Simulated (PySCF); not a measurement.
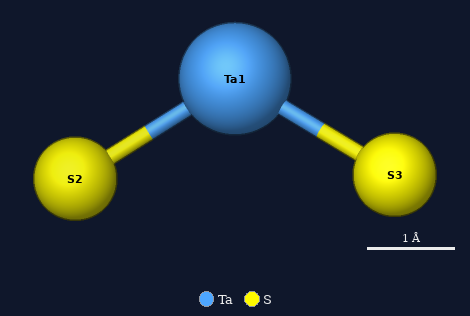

The structure as given in the input (ball-and-stick view, seen on its broad side; atoms are numbered from 1 in the order of the input). Sticks mark near contacts. Bond lengths as drawn: S–Ta 2.19 Å.

## Frequency calculation, with input and output: TaS2 (charge −1)

System: TaS2, charge −1.
Method: RKS-based PBE0, Ta def2-SVPD with ECP60, S def2-SVPD; non-relativistic Hamiltonian with a scalar-relativistic core potential; density fitting (PySCF 2.14.0).

## Input
```python
from pyscf import gto, scf, dft
mol = gto.M(atom='''
Ta     0.000009    -0.299406    -0.000000
S     -0.000027     0.846486     1.870614
S     -0.000027     0.846486    -1.870614''',
    basis={'Ta': 'def2-SVPD', 'S': 'def2-SVPD'},
    ecp={'Ta': 'def2-SVPD'},
    charge=-1, spin=0)
mf = dft.RKS(mol, xc='PBE0')
mf.grids.atom_grid = (75, 302)
aux = {'Ta': 'def2-universal-JKFIT', 'S': 'def2-universal-JKFIT'}
mf = mf.density_fit(auxbasis=aux)
mf.conv_tol = 1e-09
mf.diis_space = 10
mf.max_cycle = 60
mf.verbose = 4
mf.kernel()
```

The script is an equivalent of the set-up of the self-consistent field. The run itself was carried out by a driver, which started from the orbitals of the step before it where there was one and computed the further properties.

Launch command:
```bash
OMP_NUM_THREADS=2 python axn.py task.json out
```

## Output
```
init E= -852.976848857399
  HOMO = -0.0345751121399755  LUMO = 0.0618333983066149  gap/eV = 2.62341
cycle= 1 E= -852.976848857377  delta_E= 2.27e-11  |g|= 9.8e-06  |ddm|= 2.09e-05
  HOMO = -0.0345731840901954  LUMO = 0.0618354652421661  gap/eV = 2.62341
Extra cycle  E= -852.976848857149  delta_E= 2.28e-10  |g|= 2.89e-05  |ddm|= 6.37e-05
converged SCF energy = -852.976848857149
```

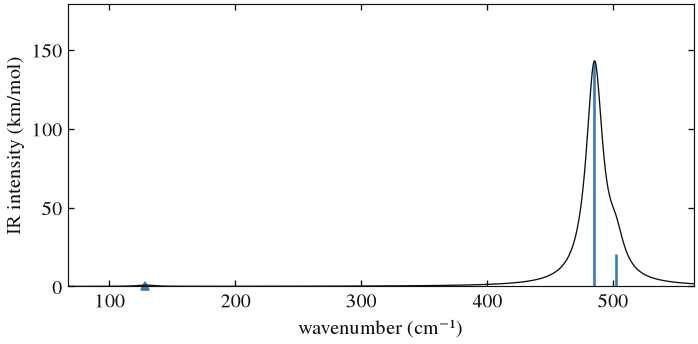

Harmonic infrared spectrum, unscaled: sticks (degenerate modes added up, dark ones marked on the axis) with a Lorentzian envelope of 16 cm⁻¹ full width, scaled to the tallest stick. 3 modes from 129 to 503 cm⁻¹, none imaginary. The strongest line is at 486 cm⁻¹ (143 km/mol). All modes, in cm⁻¹ (km/mol): 129 (0.9), 486 (143), 503 (21).

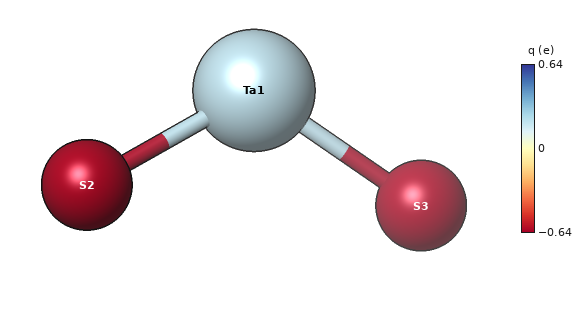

Mulliken charges, as the colour of each atom (ball-and-stick view, seen at a tilt; atoms are numbered from 1 in the order of the input). By element: Ta +0.21 and S −0.61 e.

## Key numbers

- outcome: converged
- total energy: −852.976849 hartree
- HOMO: −0.94 eV
- LUMO: 1.68 eV
- zero-point energy: 0.002544 hartree
- wavenumbers, lowest and highest: 129 and 503 cm⁻¹
- hardware: 2 threads of AMD EPYC (Zen 5), 176 GiB of memory available, shared host
- wall time: 14 s (CPU time 27 s)
- peak memory: 0.82 GiB
